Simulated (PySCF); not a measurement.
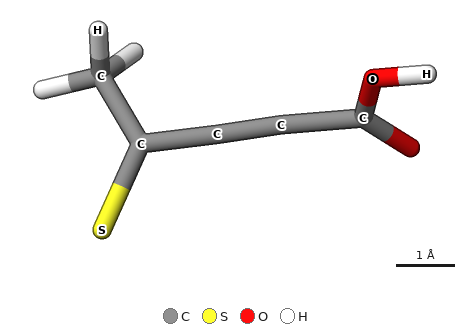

*The input geometry (stick view, seen at a tilt).*

EPR calculation of C5H4O2S (charge +1)

System: C5H4O2S, charge +1, multiplicity 2, SMILES CC(=S)[C+]=[C]C(=O)O.
Method: UKS B3LYP, pcH-1 on C H O S, non-relativistic, mean-field spin-orbit, GIAO (PySCF 2.14.0).

It belongs to a series of runs on one base structure; here: electron removed.

## Log
```
UKS, coarse grid
  cycle   1  E = -740.99179377  |g| = 7.56e-01
  cycle   2  E = -737.37538241  |g| = 2.16e+00
  cycle   3  E = -740.93805801  |g| = 6.81e-01
  cycle   4  E = -741.18398935  |g| = 2.29e-01
  cycle   5  E = -741.18943285  |g| = 2.13e-01
  cycle   6  E = -741.21064021  |g| = 8.25e-02
  cycle   7  E = -741.21308448  |g| = 3.20e-02
  cycle   8  E = -741.21346265  |g| = 6.50e-03
  cycle   9  E = -741.21347897  |g| = 4.53e-03
  cycle  10  E = -741.21349243  |g| = 1.47e-03
  cycle  11  E = -741.21349451  |g| = 8.16e-04
UKS, final grid
  cycle   1  E = -741.21348342  |g| = 1.32e-03
  cycle   2  E = -741.21348098  |g| = 2.62e-03
  cycle   3  E = -741.21348448  |g| = 5.59e-04
  cycle   4  E = -741.21348467  |g| = 1.34e-04
  cycle   5  E = -741.21348480  |g| = 1.44e-04
  cycle   6  E = -741.21348483  |g| = 3.72e-05
  cycle   7  E = -741.21348483  |g| = 1.75e-05
E = -741.21348483 Eh   <S^2> = 0.7578 (exact 0.7500)
g shifts (ppm)      1          2          3
  rmc          -248       -248       -248
  gc              3         89         45
  oz_so         971      12482      48339
  total         728      12323      48138
hyperfine (MHz)  atom isotope    a_iso     a_fc   dipolar eigenvalues
    0   13C      22.92      22.92     -4.91     -3.95      8.85
    1   13C     -22.69     -22.69    -10.17      4.17      5.99
    2   33S      22.11      22.11    -99.88    -81.54    181.43
    3   13C      51.93      51.93     -5.76     -2.61      8.38
    4   13C       1.59       1.59     -9.40     -0.68     10.08
    5   13C      -0.96      -0.96     -0.68      0.08      0.59
    6   17O      -0.49      -0.49     -5.65      1.74      3.91
    7   17O       0.88       0.88     -0.66     -0.04      0.70
    8    1H       1.73       1.73     -5.32     -1.49      6.81
    9    1H       1.44       1.44     -2.70     -0.78      3.48
   10    1H       0.82       0.82     -2.69     -0.81      3.51
   11    1H      -0.48      -0.48     -0.34     -0.23      0.57
```

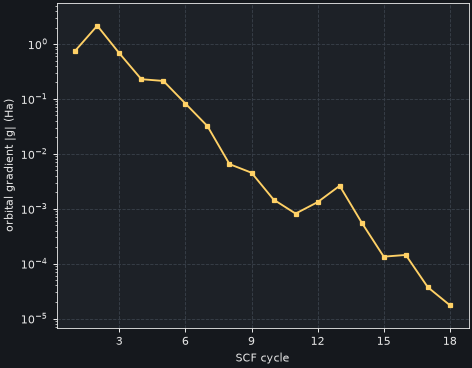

*Convergence of the self-consistent field: orbital gradient |g| against the SCF cycle.*

All cycles printed in the log are drawn one after another.

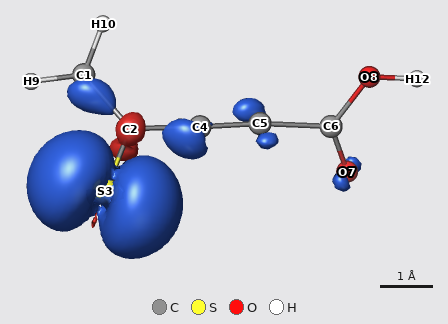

*Isosurfaces of the spin density (α minus β) at +0.03 (blue) and −0.03 e/Å³ (red), seen at a tilt.*

The unpaired spin (1 electron) lies mostly on S3 (about 0.9), in electrons by Hirshfeld's partition.

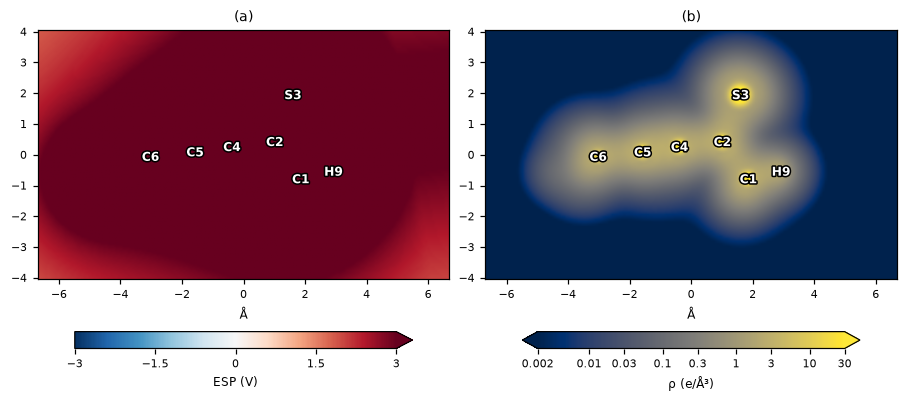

*(a) molecular electrostatic potential; (b) electron density on the plane of atoms C1, C2 and S3.*

Atoms in the plane: C, S and H. C–C (1.21 Å): ρ at the midpoint is about 2.7 e/Å³. C–C (1.40 Å): ρ is about 2 e/Å³ halfway. The potential has no marked negative region in this plane.

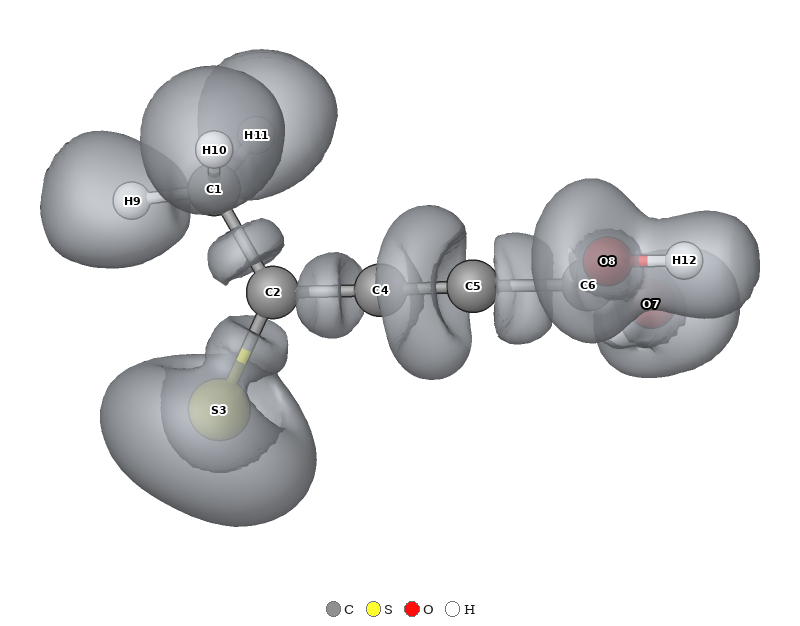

*Isosurface of the ELF at 0.75 (grey), seen at a tilt. Only the valence region is drawn (cores and ρ < 0.01 e/Å³ removed).*

Along the contacts the grid gives the following. C–O (1.20 Å): the ELF peaks at about 0.85 between the atoms; a multiple bond by its length, whose ELF region spreads away from the axis. C–C (1.21 Å): the ELF peaks at about 0.90 between the atoms (a double or triple bond).

This output came from the following input.

## Input file
```
{"job": {"kind": "epr", "basis": "pcH-1"}, "charge": 1, "multiplicity": 2}
C     -2.223073    -0.644008    -0.808870
C     -1.576035    -0.062427     0.382732
S     -2.388923     0.391414     1.730609
C     -0.184085     0.099797     0.368003
C      1.016239     0.248289     0.322501
C      2.476719     0.304997     0.377828
O      3.063192    -0.453870     1.096216
O      2.969432     1.227459    -0.403513
H     -3.299207    -0.734053    -0.684475
H     -2.002922    -0.025939    -1.683780
H     -1.792428    -1.626796    -1.020198
H      3.942290     1.274453    -0.367611
```

The first line tells a small driver script what to run in PySCF; the rest is the geometry in Å.

Launched with:
```bash
OMP_NUM_THREADS=1 python <driver script> task.json out
```

## Results in brief

```tsv
quantity	value
outcome	converged
total energy	−741.213485 hartree
⟨S²⟩	0.758
isotropic g	2.0227
hardware	1 CPU thread, shared host
wall time	61 s
peak memory	0.93 GiB
```

## Remarks

Checks after the run noted: orbitally degenerate or nearly so: second-order g, spin-orbit hyperfine and D do not apply.
